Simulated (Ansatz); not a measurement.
```xyz
10

Sn   -0.6599   -0.8558   -0.8622
O     1.2042   -0.4156   -0.2979
H    -0.4230   -2.1741   -1.9361
H    -1.5574   -1.3347    0.4965
H    -1.2398    0.5069   -1.6909
H     1.1310    0.5760    1.1371
O     0.6876    1.1828    1.7722
O    -0.5396    1.3883    1.0753
H     1.8125   -1.1484   -0.4085
H    -0.4156    2.2746    0.7146
```

The reactant side of a reaction path; geometry: PBE0-D4/def2-TZVP; a saddle point, not a minimum; core potentials replace the inner electrons of Sn.

Level of theory: Ansatz, RKS PBE0-D4/def2-TZVPP.

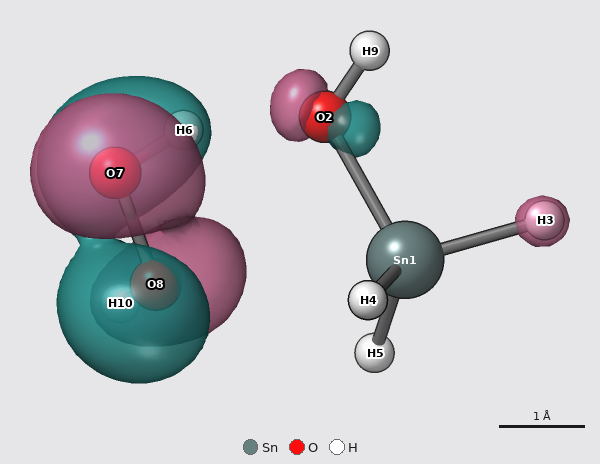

H4OSn···H2O2. The HOMO at ±0.1 Å⁻³ᐟ² (teal and pink are the two phases), seen across its widest extent.

What is the character of this orbital?

Answer. It lies mainly on O7 (about 55 %) and O8 (about 35 %); π-antibonding (π*) across O7–O8. Its energy is −7.86 eV.
